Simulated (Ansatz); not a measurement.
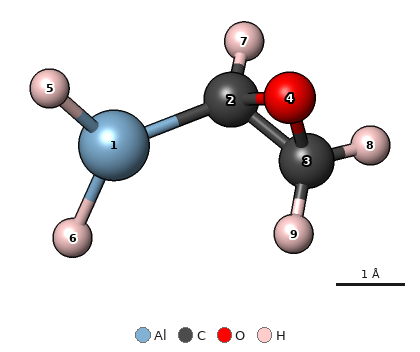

The input geometry (ball-and-stick view, seen at a tilt; atoms are numbered from 1 in the order of the input). Sticks mark near contacts. Bond lengths as drawn: Al–C 1.95 Å, Al–H 1.63 Å, C–C 1.45 Å, C–H 1.09 to 1.17 Å and C–O 1.44 to 1.48 Å.

Run report: C2H5AlO, geometry relaxation

The run: geometry relaxation of C2H5AlO, SMILES [AlH2][CH]1CO1. Method and program: RKS PBE-D4/def2-SVP (Ansatz 0.2.0).

The geometry: force-field start. Figures and captions count atoms from 1; the log counts them from 0 in places.

## What the program printed
```
Functional definition: PBE
  name "PBE"
  cite "Perdew, Burke & Ernzerhof, Phys. Rev. Lett. 77, 3865 (1996) doi:10.1103/PhysRevLett.77.3865"
  parent pbe
  parameter kappa = 0.804
  parameter beta = 0.06672455060314922
  exchange = pbe_x(kappa = kappa, mu = beta*pi^2/3)
  correlation = pbe_c(beta = beta)
942 factors; their error is unknown
mean field evaluation 1: about -10777.1036 eV, gradient 4.7e1 eV
mean field evaluation 2: about -10737.1135 eV, gradient 1.2e2 eV
mean field evaluation 4: about -10782.8577 eV, gradient 6.4e0 eV
mean field evaluation 8: about -10783.0276 eV, gradient 5.8e-2 eV
mean field evaluation 16: about -10782.9739 eV, gradient 2.6e-5 eV
mean field -10782.97385414 eV, -396.2669801773 hartree, gradient 2.6e-5 eV, S^2 0.000000; 0 other end points of the search recorded, 0 dependent functions left out
the calculation of the forces begins
reference -10782.97389244 eV, -396.2669815851 hartree; 19, 19 occupied and 66, 66 virtual orbitals, 942 factors
relax step   1: F+E_penalty+E_count = -10783.12029896 eV  Δ(F+E_penalty+E_count) = +0.000e0 eV  max|allowed force component| = 2.077e0 eV/Å  Δτ_max = 0.0000 Å  (26 SCF iters, accepted)
these checks for a lower state are left out or cut short: starts, cluster_reference, orbital_swaps, neighbouring_geometries, increment
942 factors; their error is unknown
mean field -10783.16102590 eV, -396.2738586129 hartree, gradient 6.6e-6 eV, S^2 0.000000; 0 other end points of the search recorded, 0 dependent functions left out
the calculation of the forces begins
reference -10783.16106402 eV, -396.2738600136 hartree; 19, 19 occupied and 66, 66 virtual orbitals, 942 factors
relax step   2: F+E_penalty+E_count = -10783.30772703 eV  Δ(F+E_penalty+E_count) = -1.874e-1 eV  max|allowed force component| = 7.497e-1 eV/Å  Δτ_max = 0.1115 Å  (29 SCF iters, accepted)
these checks for a lower state are left out or cut short: starts, cluster_reference, orbital_swaps, neighbouring_geometries, increment
942 factors; their error is unknown
mean field -10783.20038164 eV, -396.2753049094 hartree, gradient 2.7e-5 eV, S^2 0.000000; 0 other end points of the search recorded, 0 dependent functions left out
the calculation of the forces begins
reference -10783.20041978 eV, -396.2753063113 hartree; 19, 19 occupied and 66, 66 virtual orbitals, 942 factors
relax step   3: F+E_penalty+E_count = -10783.34702048 eV  Δ(F+E_penalty+E_count) = -3.929e-2 eV  max|allowed force component| = 3.033e-1 eV/Å  Δτ_max = 0.0667 Å  (28 SCF iters, accepted)
these checks for a lower state are left out or cut short: starts, cluster_reference, orbital_swaps, neighbouring_geometries, increment
942 factors; their error is unknown
mean field evaluation 32: about -10783.1365 eV, gradient 5.9e0 eV
mean field -10783.23417514 eV, -396.2765467977 hartree, gradient 9.8e-6 eV, S^2 0.000000; 0 other end points of the search recorded, 0 dependent functions left out
the calculation of the forces begins
reference -10783.23421338 eV, -396.2765482030 hartree; 19, 19 occupied and 66, 66 virtual orbitals, 942 factors
relax step   4: F+E_penalty+E_count = -10783.38126890 eV  Δ(F+E_penalty+E_count) = -3.425e-2 eV  max|allowed force component| = 3.280e-1 eV/Å  Δτ_max = 0.1387 Å  (27 SCF iters, accepted)
these checks for a lower state are left out or cut short: starts, cluster_reference, orbital_swaps, neighbouring_geometries, increment
942 factors; their error is unknown
mean field -10783.29025806 eV, -396.2786078070 hartree, gradient 1.4e-5 eV, S^2 0.000000; 0 other end points of the search recorded, 0 dependent functions left out
the calculation of the forces begins
reference -10783.29029663 eV, -396.2786092246 hartree; 19, 19 occupied and 66, 66 virtual orbitals, 942 factors
relax step   5: F+E_penalty+E_count = -10783.43831395 eV  Δ(F+E_penalty+E_count) = -5.705e-2 eV  max|allowed force component| = 4.062e-1 eV/Å  Δτ_max = 0.1951 Å  (28 SCF iters, accepted)
these checks for a lower state are left out or cut short: starts, cluster_reference, orbital_swaps, neighbouring_geometries, increment
942 factors; their error is unknown
mean field -10783.36305461 eV, -396.2812830309 hartree, gradient 1.3e-5 eV, S^2 0.000000; 0 other end points of the search recorded, 0 dependent functions left out
the calculation of the forces begins
reference -10783.36309339 eV, -396.2812844559 hartree; 19, 19 occupied and 66, 66 virtual orbitals, 942 factors
relax step   6: F+E_penalty+E_count = -10783.51276889 eV  Δ(F+E_penalty+E_count) = -7.445e-2 eV  max|allowed force component| = 6.066e-1 eV/Å  Δτ_max = 0.1964 Å  (27 SCF iters, accepted)
these checks for a lower state are left out or cut short: starts, cluster_reference, orbital_swaps, neighbouring_geometries, increment
942 factors; their error is unknown
mean field -10783.45289642 eV, -396.2845846566 hartree, gradient 1.2e-5 eV, S^2 0.000000; 0 other end points of the search recorded, 0 dependent functions left out
the calculation of the forces begins
reference -10783.45293572 eV, -396.2845861009 hartree; 19, 19 occupied and 66, 66 virtual orbitals, 942 factors
relax step   7: F+E_penalty+E_count = -10783.60542805 eV  Δ(F+E_penalty+E_count) = -9.266e-2 eV  max|allowed force component| = 8.547e-1 eV/Å  Δτ_max = 0.1951 Å  (35 SCF iters, accepted)
these checks for a lower state are left out or cut short: starts, cluster_reference, orbital_swaps, neighbouring_geometries, increment
942 factors; their error is unknown
mean field evaluation 64: about -10783.4990 eV, gradient 6.8e-4 eV
mean field -10783.49898123 eV, -396.2862782420 hartree, gradient 7.4e-6 eV, S^2 0.000000; 0 other end points of the search recorded, 0 dependent functions left out
the calculation of the forces begins
reference -10783.49902042 eV, -396.2862796822 hartree; 19, 19 occupied and 66, 66 virtual orbitals, 942 factors
relax step   8: F+E_penalty+E_count = -10783.65348149 eV  Δ(F+E_penalty+E_count) = -4.805e-2 eV  max|allowed force component| = 6.964e-1 eV/Å  Δτ_max = 0.1100 Å  (28 SCF iters, accepted)
these checks for a lower state are left out or cut short: starts, cluster_reference, orbital_swaps, neighbouring_geometries, increment
942 factors; their error is unknown
mean field -10783.50382085 eV, -396.2864560949 hartree, gradient 1.4e-5 eV, S^2 0.000000; 0 other end points of the search recorded, 0 dependent functions left out
the calculation of the forces begins
reference -10783.50385993 eV, -396.2864575311 hartree; 19, 19 occupied and 66, 66 virtual orbitals, 942 factors
relax step   9: F+E_penalty+E_count = -10783.65848173 eV  Δ(F+E_penalty+E_count) = -5.000e-3 eV  max|allowed force component| = 3.203e-1 eV/Å  Δτ_max = 0.1346 Å  (27 SCF iters, accepted)
these checks for a lower state are left out or cut short: starts, cluster_reference, orbital_swaps, neighbouring_geometries, increment
942 factors; their error is unknown
mean field -10783.53571571 eV, -396.2876282094 hartree, gradient 1.2e-5 eV, S^2 0.000000; 0 other end points of the search recorded, 0 dependent functions left out
the calculation of the forces begins
reference -10783.53575457 eV, -396.2876296373 hartree; 19, 19 occupied and 66, 66 virtual orbitals, 942 factors
relax step  10: F+E_penalty+E_count = -10783.69038761 eV  Δ(F+E_penalty+E_count) = -3.191e-2 eV  max|allowed force component| = 1.129e-1 eV/Å  Δτ_max = 0.0854 Å  (28 SCF iters, accepted)
these checks for a lower state are left out or cut short: starts, cluster_reference, orbital_swaps, neighbouring_geometries, increment
942 factors; their error is unknown
mean field -10783.53854832 eV, -396.2877323059 hartree, gradient 2.0e-5 eV, S^2 0.000000; 0 other end points of the search recorded, 0 dependent functions left out
the calculation of the forces begins
reference -10783.53858730 eV, -396.2877337385 hartree; 19, 19 occupied and 66, 66 virtual orbitals, 942 factors
relax step  11: F+E_penalty+E_count = -10783.69323206 eV  Δ(F+E_penalty+E_count) = -2.844e-3 eV  max|allowed force component| = 6.592e-2 eV/Å  Δτ_max = 0.0263 Å  (30 SCF iters, accepted)
these checks for a lower state are left out or cut short: starts, cluster_reference, orbital_swaps, neighbouring_geometries, increment
942 factors; their error is unknown
mean field -10783.53880493 eV, -396.2877417359 hartree, gradient 2.0e-5 eV, S^2 0.000000; 0 other end points of the search recorded, 0 dependent functions left out
the calculation of the forces begins
reference -10783.53884390 eV, -396.2877431682 hartree; 19, 19 occupied and 66, 66 virtual orbitals, 942 factors
relax step  12: F+E_penalty+E_count = -10783.69351627 eV  Δ(F+E_penalty+E_count) = -2.842e-4 eV  max|allowed force component| = 1.812e-2 eV/Å  Δτ_max = 0.0045 Å  (31 SCF iters, accepted)
942 factors; their error is unknown
mean field evaluation 96: about -10783.5905 eV, gradient 2.3e-1 eV
```

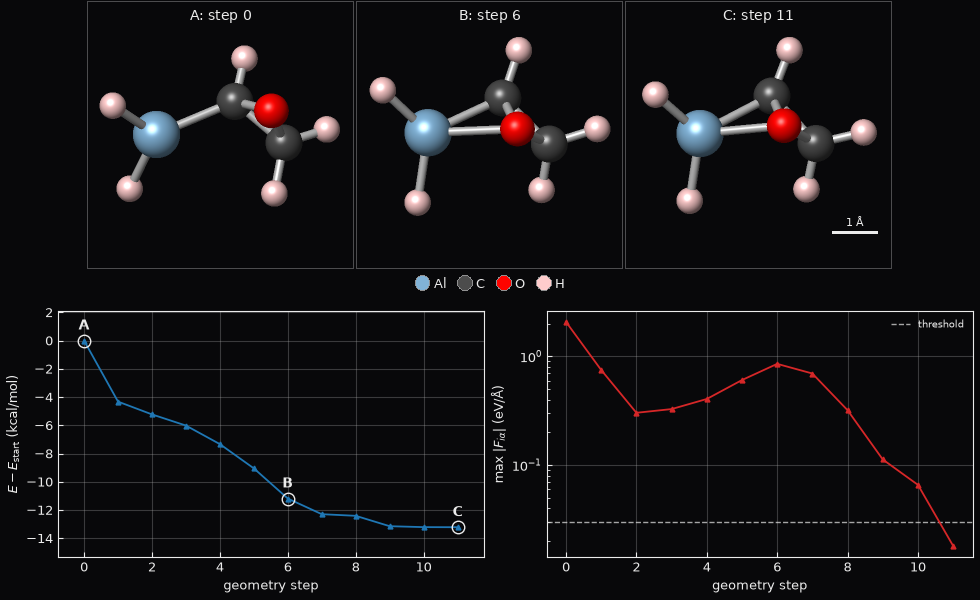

Frames of the relaxation (ball-and-stick view, seen at a tilt) above the curves, on which the letters mark them (the first geometry is step 0 here and step 1 in the log).

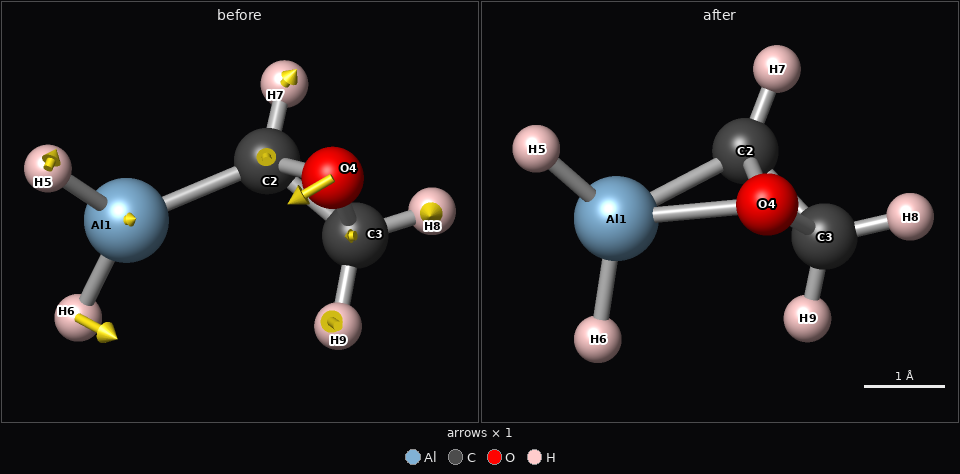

Before (left) and after (right) the relaxation, at one scale (ball-and-stick view, seen at a tilt). The yellow arrows give the displacements, at true length. H6 moves most after the best rigid fit: 0.78 Å. By element the largest moves are H 0.78 Å, O 0.67 Å, C 0.31 Å, Al 0.16 Å. Distances before and after: Al1–O4 2.789 → 2.024 Å, C2–O4 1.481 → 1.579 Å, C3–H9 1.171 → 1.108 Å, Al1–H5 1.635 → 1.595 Å. New bonds form: Al1–O4 (2.79 → 2.02 Å). Among the angles that change: Al1–C2–O4 108.0° → 68.6°, Al1–C2–C3 116.5° → 100.9°, H5–Al1–H6 117.0° → 125.7°. The energy falls by 13.2 kcal/mol in 11 geometry steps. Largest force component: 2.1 eV/Å at the start, 0.018 eV/Å at the end. (Atoms are counted from 1 in the order of the input.)

```
mean field -10783.53880493 eV, -396.2877417359 hartree, gradient 2.4e-5 eV, S^2 0.000000; 1 other end points of the search recorded, 0 dependent functions left out
the calculation of the forces begins
reference -10783.53884390 eV, -396.2877431682 hartree; 19, 19 occupied and 66, 66 virtual orbitals, 942 factors
Total energy: -10783.69355525 eV, -396.2934287053 hartree
Atom 0 at    -0.441127     1.323534    -0.433746 Å, force    -0.003328     0.003010     0.001895 eV/Å
Atom 1 at    -0.584370    -0.633619    -0.299811 Å, force     0.012795    -0.010110     0.016260 eV/Å
Atom 2 at     0.467389    -0.923795     0.698446 Å, force    -0.018115     0.008415    -0.015526 eV/Å
Atom 3 at     0.918965    -0.175613    -0.457904 Å, force     0.004654    -0.008034     0.001096 eV/Å
Atom 4 at    -0.562637     2.008129    -1.868864 Å, force     0.000651    -0.000829    -0.002703 eV/Å
Atom 5 at    -0.313212     2.095508     0.960341 Å, force    -0.001272     0.000736     0.000220 eV/Å
Atom 6 at    -0.813374    -1.446972    -1.012696 Å, force     0.001122     0.006448    -0.000432 eV/Å
Atom 7 at     0.921568    -1.930610     0.744091 Å, force     0.000969     0.003127    -0.001568 eV/Å
Atom 8 at     0.495400    -0.362764     1.653142 Å, force     0.002526    -0.002763     0.000758 eV/Å
Dipole moment:    -0.018306    -0.422233     0.189155 e Å
```

## Trajectory as extended XYZ (Å, eV, eV/Å), 11 of the 12 frames kept, from step=1 to step=12
```
9
Properties=species:S:1:pos:R:3:forces:R:3 step=1 energy=-10783.12030
Al   -0.5597    1.4147   -0.4016   -0.4147   0.8832  -0.3482
C    -0.3023   -0.5164   -0.3488    0.0121   0.4044  -0.5220
C     0.5728   -1.0240    0.6914    2.0765   1.0651   0.9440
O     1.1277   -0.7952   -0.6137   -0.3044   0.2928  -0.0289
H    -0.3627    2.2529   -1.7910    0.0605  -0.2767   0.3246
H    -1.0798    2.2509    0.8990    0.2424  -0.2333  -0.1559
H    -0.9295   -1.2640   -0.8265   -0.6086  -0.4541  -0.2601
H     0.5711   -2.0930    0.9227   -0.1095  -0.2749   0.6057
H     1.0510   -0.2721    1.4515   -0.9543  -1.4065  -0.5592
9
Properties=species:S:1:pos:R:3:forces:R:3 step=2 energy=-10783.30773
Al   -0.6277    1.4347   -0.4428    0.1199   0.2431   0.0969
C    -0.3180   -0.5038   -0.3380   -0.0856  -0.0382  -0.3088
C     0.6182   -1.0176    0.6778    0.5939   0.7497   0.3055
O     1.1199   -0.7045   -0.6356   -0.2743   0.0551   0.4583
H    -0.3300    2.2135   -1.8155   -0.0836  -0.0652   0.0682
H    -1.0019    2.2225    0.9162    0.0482  -0.0089  -0.1334
H    -0.9524   -1.2736   -0.8079   -0.1421  -0.1891  -0.1274
H     0.6105   -2.0917    0.9228    0.0274  -0.1252   0.1157
H     0.9700   -0.3258    1.5061   -0.2038  -0.6213  -0.4751
9
Properties=species:S:1:pos:R:3:forces:R:3 step=3 energy=-10783.34702
Al   -0.6223    1.4445   -0.4386    0.0924  -0.0281   0.0625
C    -0.3296   -0.5074   -0.3384   -0.1012  -0.1359  -0.0905
C     0.6162   -1.0187    0.6869    0.0749   0.1066  -0.2328
O     1.1198   -0.6558   -0.6074   -0.1617   0.0237   0.3033
H    -0.3756    2.1940   -1.8268   -0.0433  -0.0141  -0.0307
H    -0.9504    2.2628    0.9030    0.0547   0.0072  -0.0209
H    -0.9425   -1.2896   -0.8395    0.0781   0.0341   0.0172
H     0.6347   -2.1019    0.9166    0.0078  -0.0005  -0.0522
H     0.9383   -0.3742    1.5272   -0.0019   0.0069   0.0441
9
Properties=species:S:1:pos:R:3:forces:R:3 step=4 energy=-10783.38127
Al   -0.6203    1.4432   -0.4354    0.1416  -0.1356   0.0137
C    -0.3477   -0.5148   -0.3385   -0.1806  -0.2060   0.0418
C     0.5962   -1.0184    0.6996   -0.1297  -0.1693  -0.3280
O     1.1196   -0.5719   -0.5553   -0.0495   0.0728   0.1416
H    -0.4633    2.1483   -1.8608   -0.0511  -0.0061  -0.0068
H    -0.8168    2.2999    0.9086    0.0731  -0.0373  -0.0270
H    -0.9038   -1.3088   -0.8949    0.1779   0.1592   0.0911
H     0.6668   -2.1132    0.8817   -0.0004   0.1349  -0.1140
H     0.8579   -0.4105    1.5781    0.0186   0.1875   0.1876
9
Properties=species:S:1:pos:R:3:forces:R:3 step=5 energy=-10783.43831
Al   -0.6073    1.4290   -0.4387    0.2295  -0.0659   0.0227
C    -0.3779   -0.5300   -0.3355   -0.2467  -0.3517  -0.0196
C     0.5618   -1.0130    0.7159   -0.0793  -0.2173  -0.1597
O     1.1109   -0.4584   -0.4866   -0.1207   0.1087   0.1131
H    -0.5796    2.0992   -1.9027   -0.0494  -0.0573   0.1485
H    -0.6225    2.3144    0.9189    0.0666  -0.1760  -0.1944
H    -0.8474   -1.3353   -0.9644    0.2694   0.3368   0.2273
H     0.7095   -2.1172    0.8315   -0.0086   0.4062  -0.0920
H     0.7411   -0.4349    1.6446   -0.0606   0.0165  -0.0459
9
Properties=species:S:1:pos:R:3:forces:R:3 step=7 energy=-10783.60543
Al   -0.5061    1.3604   -0.4491    0.3283   0.0653   0.1769
C    -0.5089   -0.5903   -0.3072   -0.2480  -0.6966  -0.3782
C     0.4815   -0.9645    0.7316    0.0523  -0.2625  -0.0584
O     0.9902   -0.1827   -0.3833   -0.1795  -0.1315   0.0579
H    -0.7067    1.9999   -1.9154    0.0553  -0.0703   0.1861
H    -0.2500    2.2030    0.9120   -0.1312  -0.1530  -0.2208
H    -0.7633   -1.3956   -1.0661    0.2484   0.5894   0.5638
H     0.8626   -2.0318    0.7375   -0.1504   0.8547   0.0320
H     0.4894   -0.4446    1.7231    0.0248  -0.1955  -0.3593
9
Properties=species:S:1:pos:R:3:forces:R:3 step=8 energy=-10783.65348
Al   -0.4379    1.3196   -0.4422   -0.1298   0.5045   0.1745
C    -0.5891   -0.6272   -0.2796   -0.2007  -0.5524  -0.3594
C     0.4641   -0.9390    0.7133    0.1297  -0.4233   0.2308
O     0.9061   -0.1324   -0.3987    0.3659  -0.2045  -0.2834
H    -0.6076    1.9810   -1.8973    0.0448  -0.0897   0.1249
H    -0.2679    2.1503    0.9336   -0.0813  -0.1144  -0.1610
H    -0.7974   -1.4240   -1.0486    0.1521   0.4043   0.4554
H     0.9414   -1.9631    0.7034   -0.2828   0.6964   0.0897
H     0.4770   -0.4114    1.6992    0.0022  -0.2208  -0.2715
9
Properties=species:S:1:pos:R:3:forces:R:3 step=9 energy=-10783.65848
Al   -0.4016    1.3270   -0.4129   -0.1733  -0.2162  -0.2987
C    -0.5762   -0.6454   -0.3367    0.1024   0.1180   0.2475
C     0.4556   -0.9188    0.6841    0.0657  -0.0392  -0.0255
O     0.9299   -0.2171   -0.4966   -0.0805   0.2731   0.1643
H    -0.5924    2.0376   -1.8309    0.0766  -0.0005   0.0195
H    -0.2897    2.1019    0.9801    0.0594  -0.0836   0.0275
H    -0.8006   -1.4986   -0.9886   -0.1540  -0.0583  -0.3203
H     0.9327   -1.9122    0.7733   -0.1123  -0.0214   0.0358
H     0.4308   -0.3205    1.6114    0.2160   0.0282   0.1500
9
Properties=species:S:1:pos:R:3:forces:R:3 step=10 energy=-10783.69039
Al   -0.4587    1.3269   -0.4376    0.1129  -0.0666  -0.0023
C    -0.5916   -0.6345   -0.2967    0.0996  -0.0532  -0.0138
C     0.4662   -0.9227    0.6989    0.0278   0.0775  -0.0311
O     0.9111   -0.1753   -0.4627   -0.0744  -0.0059   0.0406
H    -0.5416    2.0189   -1.8782   -0.0374  -0.0317   0.0728
H    -0.3110    2.0752    0.9692   -0.0325   0.0268  -0.0301
H    -0.8169   -1.4535   -1.0058   -0.0166   0.0392   0.0109
H     0.9330   -1.9266    0.7446   -0.0767   0.0627  -0.0009
H     0.4981   -0.3544    1.6515   -0.0025  -0.0488  -0.0461
9
Properties=species:S:1:pos:R:3:forces:R:3 step=11 energy=-10783.69323
Al   -0.4387    1.3239   -0.4344   -0.0294   0.0059   0.0065
C    -0.5837   -0.6337   -0.3001   -0.0134  -0.0178   0.0082
C     0.4683   -0.9236    0.6988   -0.0417  -0.0180   0.0185
O     0.9176   -0.1768   -0.4574    0.0659   0.0026  -0.0353
H    -0.5647    2.0097   -1.8696    0.0093  -0.0074   0.0083
H    -0.3151    2.0951    0.9616    0.0050  -0.0040  -0.0114
H    -0.8121   -1.4473   -1.0144    0.0052   0.0241   0.0260
H     0.9184   -1.9333    0.7457    0.0045   0.0391  -0.0052
H     0.4985   -0.3601    1.6528   -0.0055  -0.0244  -0.0157
9
Properties=species:S:1:pos:R:3:forces:R:3 step=12 energy=-10783.69352
Al   -0.4411    1.3235   -0.4337   -0.0033   0.0030   0.0019
C    -0.5844   -0.6336   -0.2998    0.0128  -0.0101   0.0163
C     0.4674   -0.9238    0.6984   -0.0181   0.0084  -0.0155
O     0.9190   -0.1756   -0.4579    0.0047  -0.0080   0.0011
H    -0.5626    2.0081   -1.8689    0.0007  -0.0008  -0.0027
H    -0.3132    2.0955    0.9603   -0.0013   0.0007   0.0002
H    -0.8134   -1.4470   -1.0127    0.0011   0.0064  -0.0004
H     0.9216   -1.9306    0.7441    0.0010   0.0031  -0.0016
H     0.4954   -0.3628    1.6531    0.0025  -0.0028   0.0008
```

This output came from the following input.

## Input file
```yaml
crystal:
  periodic: [false, false, false]
  atoms:
    - {symbol: Al, position_ang: [-0.559700, 1.414700, -0.401600]}
    - {symbol: C, position_ang: [-0.302300, -0.516400, -0.348800]}
    - {symbol: C, position_ang: [0.572800, -1.024000, 0.691400]}
    - {symbol: O, position_ang: [1.127700, -0.795200, -0.613700]}
    - {symbol: H, position_ang: [-0.362700, 2.252900, -1.791000]}
    - {symbol: H, position_ang: [-1.079800, 2.250900, 0.899000]}
    - {symbol: H, position_ang: [-0.929500, -1.264000, -0.826500]}
    - {symbol: H, position_ang: [0.571100, -2.093000, 0.922700]}
    - {symbol: H, position_ang: [1.051000, -0.272100, 1.451500]}
basis:
  gaussian: {orbitals: def2-SVP}
hamiltonian: {xc: pbe, dispersion: d4}
relax: {f_tol: 0.03, max_steps: 200}
```

Run as:
```bash
ansatz run in.yaml --threads 2 --pin off --events-out ev --progress --plain --max-ram 4352MiB
```

## Summary

```tsv
quantity	value
outcome	converged
total energy	−10783.6936 eV
mean-field energy	−10783.5388 eV
dispersion energy	−0.1547 eV
SCF solution under orbital rotations	stable
largest force (length of the vector) at the end	0.025 eV/Å
dipole moment	2.22 D
hardware	2 threads of Arm Neoverse V2, 23 GiB of memory available, shared host
wall time	14 s (CPU time 26 s)
peak memory	0.13 GiB
```
